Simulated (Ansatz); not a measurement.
F3HSi···HCl

The calculation's input:

```
crystal:
  periodic: [false, false, false]
  atoms:
    - {symbol: Si, position_ang: [-1.163562, -0.288227, -0.032810]}
    - {symbol: Cl, position_ang: [3.398400, 0.831163, -0.089513]}
    - {symbol: F, position_ang: [-0.874573, -1.419534, -1.082667]}
    - {symbol: F, position_ang: [-1.610772, 1.008254, -0.797638]}
    - {symbol: H, position_ang: [-2.177109, -0.708568, 0.930550]}
    - {symbol: H, position_ang: [2.234086, 0.541131, 0.360112]}
    - {symbol: F, position_ang: [0.193530, 0.035780, 0.712066]}
basis:
  gaussian: {orbitals: def2-TZVPP}
hamiltonian: {xc: pbe0, dispersion: d4}
output: {orbitals: {seedname: orbitals}}
```

Launched as:

```sh
ansatz run in.yaml --threads 4 --pin off --events-out ev --progress --plain --max-ram 9574MiB
```

The product side of a reaction path; geometry: PBE0-D4/def2-TZVP.

Theory: RKS PBE0-D4/def2-TZVPP in Ansatz 0.2.0.

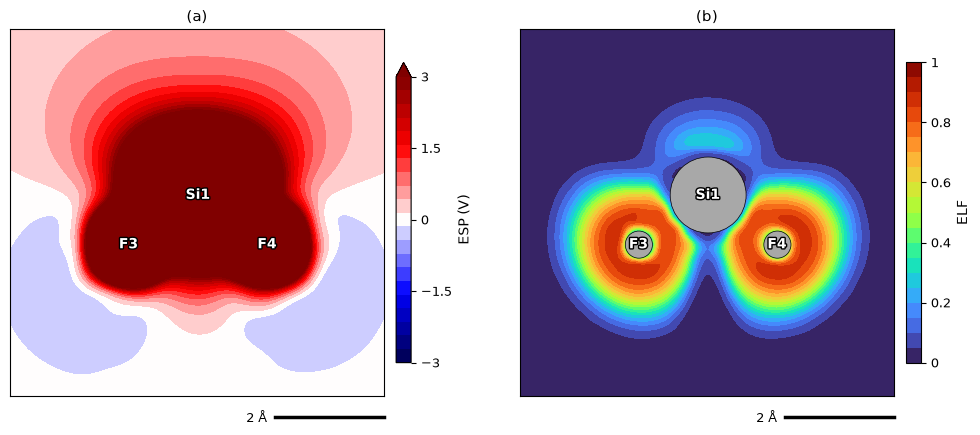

Figure 1. (a) molecular electrostatic potential; (b) electron localisation function on the plane of atoms F3, Si1 and F4. Grey discs cover the atomic cores in the ELF map.

Interpret the plot.

- Atoms in the plane: Si and F.
- Si–F (1.57 Å): the ELF peaks at about 0.85 in the valence shell of F, 0.6 Å from its nucleus, and is about 0.50 at the midpoint.
- The ELF also peaks beside F3 and F4, away from the bonds: lone-pair regions.
- Outside the dense part of the complex the potential is most negative (−0.4 V) near F3.

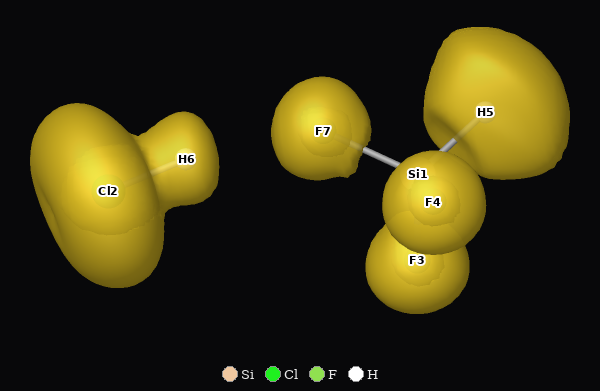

Figure 2. Isosurface of the electron localisation function at 0.75 (yellow), seen at a tilt. Core shells and regions of very low density are left out.

Identify the bonds, lone pairs and shells in this picture.

The surface consists of one region around a hydrogen nucleus, three regions wrapped around F (its lone pairs, merged into a ring or cap) and one joined region spread over several atoms (Cl, H), in which their bonds and any lone pairs are merged.


F7···H6 (2.13 Å): the ELF dips to about 0 between them.

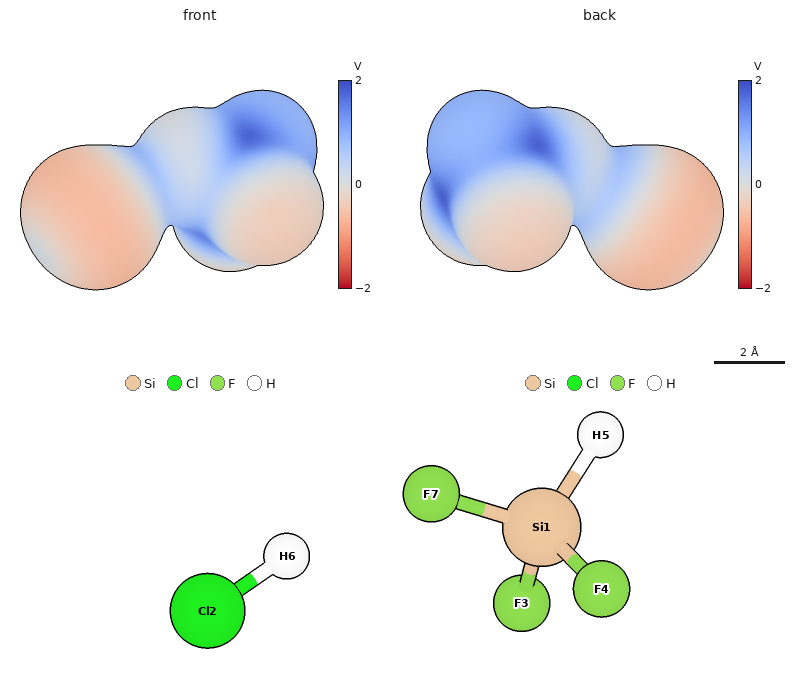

Figure 3. The molecular electrostatic potential painted on the density surface at 0.001 e/bohr³, seen from the front and from behind; the colour scale runs from red (negative) to blue (positive). The bare structure is drawn below in the same view.

Where is the surface potential most negative and most positive?

The most negative region (about −0.6 V) lies over Cl2, the most positive (about +1.7 V) over Si1.
